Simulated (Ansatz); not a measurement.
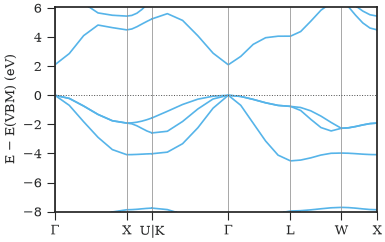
Figure: Band structure from DFT-HSE06 in the program Ansatz with PAW potentials

Problem. Read off the gap and where the band edges lie.

Solution. About 2.1 eV (2.10 eV among the points solved); maximum at Γ, minimum at Γ.

Problem. Pick the material that matches.
A) BeS, rock salt
B) CuI, zinc blende
C) CdS, zinc blende
D) MgSe, zinc blende

Solution. C, CdS, zinc blende

Space group F-43m (zinc blende). The cell was relaxed with HSE06 under the symmetry of its start. The hybrid was solved on a coarse mesh, the path and, where they were found, the r²SCAN edge points; its band edges are the extreme levels among these. Spin–orbit coupling is left out wherever it is not named.

Potentials: the later of the program's two PAW sets.
